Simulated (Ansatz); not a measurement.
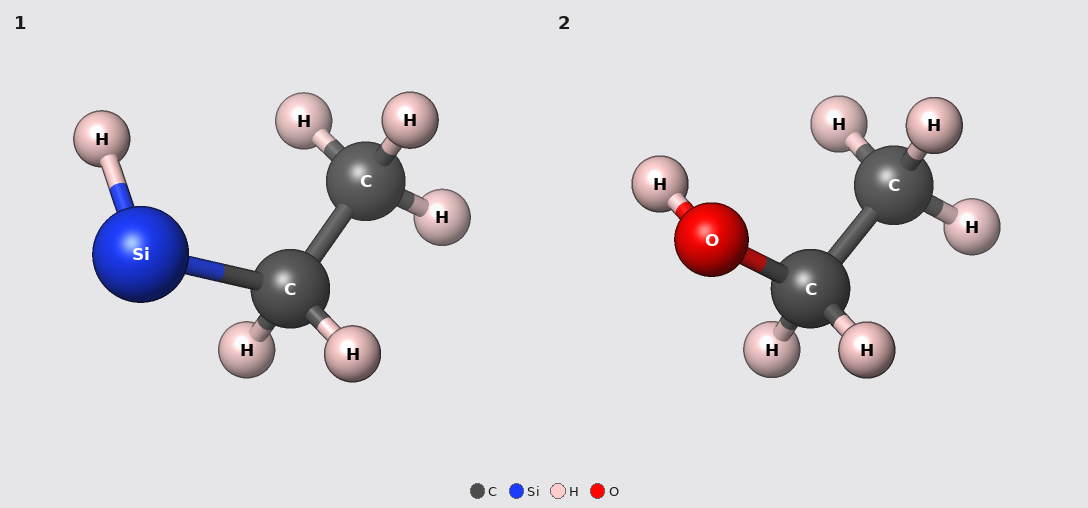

2 molecules with one skeleton, seen from the same side and at one scale. Charge 0, singlet. Computed geometries: PBE0-D4/def2-TZVP optimisations, one conformation each. Properties computed with Ansatz 0.2.0.

One atom differs, called X below: Si in panel 1, O in panel 2. Their formulas are C2H6Si (`CC[SiH]`), C2H6O (`CCO`).

**In which is the vertical ionisation energy higher (r2SCAN-D4/def2-TZVPP)?**

In panel 2 (X = O).

**In which is the length of X–H larger (PBE0-D4/def2-TZVP)?**

In panel 1 (X = Si).

Give the values. With PBE0-D4/def2-TZVP: length of X–C (Å), length of X–H (Å), angle C–X–H (°), harmonic zero-point energy (kJ/mol). With r2SCAN-D4/def2-TZVPP: dipole moment (D), HOMO energy (Kohn–Sham orbital) (eV), HOMO–LUMO gap (eV), vertical ionisation energy (eV).

```csv
quantity,1 (Si),2 (O),2 − 1
length of X–C (Å),1.891,1.413,−0.478
length of X–H (Å),1.532,0.961,−0.571
angle C–X–H (°),94.7,108.2,+13.5
dipole moment (D),1.33,1.61,+0.28
HOMO energy (Kohn–Sham orbital) (eV),−5.39,−6.50,−1.11
HOMO–LUMO gap (eV),2.21,7.52,+5.31
vertical ionisation energy (eV),8.31,10.31,+2.00
harmonic zero-point energy (kJ/mol),185.8,210.5,+24.7
```
